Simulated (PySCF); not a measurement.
# C2F2 (SMILES FC#CF): levels of theory compared

We compute a comparison of 4 runs (BHLYP/cc-pVTZ, CAM-B3LYP/cc-pVTZ, M06-2X/cc-pVTZ, PBE/cc-pVTZ) of C2F2. The job is set up through a Python script.

Program for the calculation: PySCF 2.14.0.

**1. The molecule**

C2F2 has 4 atoms, charge 0, and is taken as a singlet. As SMILES, `FC#CF`. Geometry: relaxed at PBE0-D4/def2-TZVP.

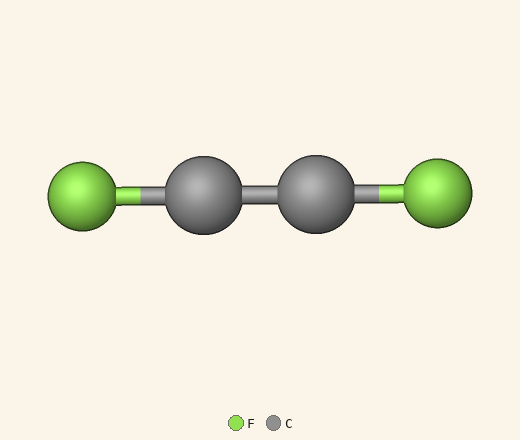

The structure, seen from a chosen angle (fluorine green, carbon grey).

**2. The energy at BHLYP/cc-pVTZ (run 1)**

geometry.xyz reads:

```xyz
4

F     -0.136400     0.128000     1.852800
C     -0.033700     0.030200     0.583200
C      0.061400    -0.060400    -0.593400
F      0.164100    -0.158200    -1.863000
```

run.py reads:

```python
from pyscf import gto, dft

system = gto.M(
    atom='geometry.xyz',
    verbose=3,
    basis='cc-pvtz',
    max_memory=1860,
    spin=0,
)

ks = dft.RKS(system)
ks.xc = 'bhandhlyp'
ks.conv_tol = 1e-10
ks.grids.level = 5
ks.kernel()
if not ks.converged:
    ks = ks.newton().run(ks.mo_coeff, ks.mo_occ)

e_tot = ks.e_tot
print(f'total energy: {e_tot:.8f} hartree')
```

Command:

```bash
$ OMP_NUM_THREADS=1 python run.py
```

The program printed:

```text
converged SCF energy = -275.731953289853
total energy: -275.73195329 hartree
```

It took 16 s on 1 thread of Arm Neoverse V2, shared host; peak memory 0.65 GiB.

**3. A single-point energy at CAM-B3LYP/cc-pVTZ (run 2)**

input.xyz reads:

```xyz
4

F     -0.136400     0.128000     1.852800
C     -0.033700     0.030200     0.583200
C      0.061400    -0.060400    -0.593400
F      0.164100    -0.158200    -1.863000
```

calc.py reads:

```python
from pyscf import gto, dft

mol = gto.M(
    atom='input.xyz',
    verbose=3,
    charge=0,
    basis='cc-pvtz',
    max_memory=1860,
)

ks = dft.RKS(mol)
ks.xc = 'cam-b3lyp'
ks.grids.level = 5
ks.conv_tol = 1e-10
ks.kernel()
if not ks.converged:
    ks = ks.newton().run(ks.mo_coeff, ks.mo_occ)

energy = ks.e_tot
print(f'total energy: {energy:.8f} hartree')
```

Command:

```bash
$ OMP_NUM_THREADS=1 python calc.py
```

The program printed:

```text
converged SCF energy = -275.770423971408
total energy: -275.77042397 hartree
```

It took 24 s on 1 thread of Arm Neoverse V2, shared host; peak memory 0.65 GiB.

Run 3 isn't shown in full; the table further down has it.

**4. The energy at PBE/cc-pVTZ (run 4)**

mol.xyz reads:

```xyz
4
C2F2
F     -0.136400     0.128000     1.852800
C     -0.033700     0.030200     0.583200
C      0.061400    -0.060400    -0.593400
F      0.164100    -0.158200    -1.863000
```

input.py reads:

```python
from pyscf import gto, dft

molecule = gto.M(
    atom='mol.xyz',
    spin=0,
    basis='cc-pvtz',
    verbose=4,
    max_memory=1860,
)

mf = dft.RKS(molecule, xc='pbe')
mf.conv_tol = 1e-10
mf.grids.level = 5
mf.kernel()
if not mf.converged:
    mf = mf.newton().run(mf.mo_coeff, mf.mo_occ)

energy = mf.e_tot
print('E = %.10f Eh' % energy)
```

Command:

```bash
$ OMP_NUM_THREADS=1 python input.py
```

The program printed:

```text
PySCF version 2.14.0

[... 73 lines left out ...]
converged SCF energy = -275.577884508722
E = -275.5778845087 Eh
```

Wall time 13 s (1 thread of Arm Neoverse V2, shared host); peak memory 0.64 GiB.

**5. All runs side by side**

| run | level | energy (Eh) | dipole moment (D) | HOMO energy (eV) | LUMO energy (eV) | wall time |
| --- | --- | --- | --- | --- | --- | --- |
| 1 | BHLYP/cc-pVTZ | -275.731953 | 0.00 | -9.52 | 2.38 | 16 s |
| 2 | CAM-B3LYP/cc-pVTZ | -275.770424 | 0.00 | -9.62 | 2.34 | 24 s |
| 3 | M06-2X/cc-pVTZ | -275.767143 | 0.00 | -9.67 | 2.28 | 35 s |
| 4 | PBE/cc-pVTZ | -275.577885 | 0.00 | -6.69 | -0.15 | 13 s |

**6. What came out**

| quantity | value |
| --- | --- |
| run 4: total energy | -275.57788 Eh |
| run 4: dipole moment | 0.00 D |
| run 4: HOMO energy | -6.69 eV |
| run 4: LUMO energy | -0.15 eV |
| run 4: HOMO–LUMO gap | 6.53 eV |

The HOMO–LUMO gap runs from 6.53 eV (PBE/cc-pVTZ) to 11.95 eV (CAM-B3LYP/cc-pVTZ). Totals of different functionals can't be ranked against each other. All runs together took 87 s, the longest 35 s.
